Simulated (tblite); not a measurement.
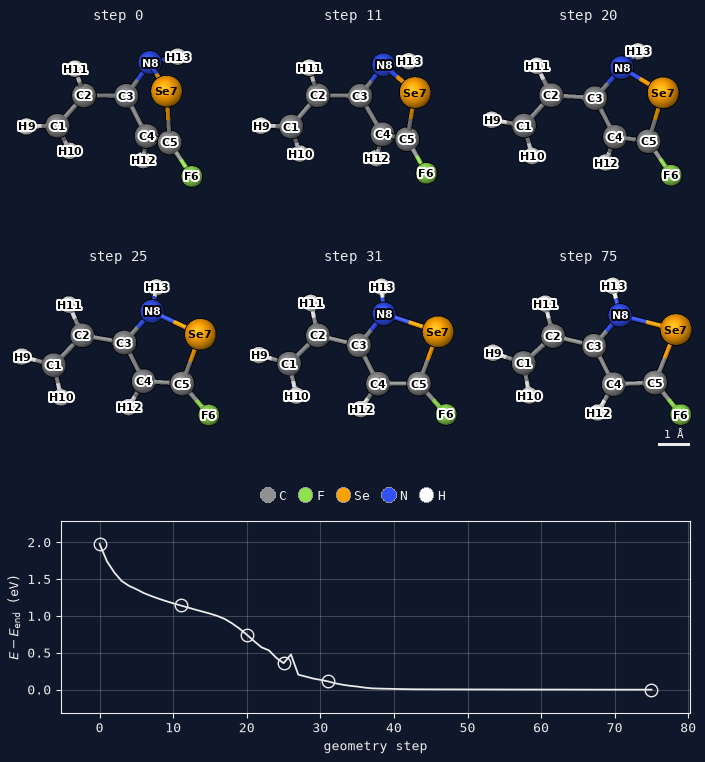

Frames of a relaxation of C5H5FNSe (multiplicity 2), marked on the history of the run. The picture is a ball-and-stick view, seen face on.

These are results of GFN2-xTB geometry optimisation, gas phase (tblite), not measurements. 

Question: What happens along the run?

Answer: Se7 moves most after the best rigid fit: 1.61 Å. By element the largest moves are Se 1.61 Å, H 1.51 Å, F 0.94 Å, C 0.77 Å, N 0.74 Å. Near-neighbour distances that change, for instance: C2–C3 1.487 → 1.418 Å, C3–C4 1.467 → 1.404 Å, C5–Se7 1.946 → 1.891 Å, C3–N8 1.437 → 1.386 Å. Bond angles that change, for instance: C3–N8–Se7 96.3° → 114.2°, C2–C3–C4 113.4° → 128.0°, Se7–N8–H13 104.8° → 116.9°. The energy falls by 1.977 eV in 75 geometry steps. The run took 0.49 s on 1 thread of Arm Neoverse V1, with other jobs on the host. From step 0 to 11: Se7 moves most (0.45 Å), energy −0.833 eV. From step 11 to 20: F and Se atoms move most (0.44 Å), energy −0.397 eV. From step 20 to 25: H13 moves most (0.46 Å), energy −0.387 eV. From step 25 to 31: H13 moves most (0.39 Å), energy −0.246 eV. From step 31 to 75: Se7 moves most (0.31 Å), energy −0.113 eV.
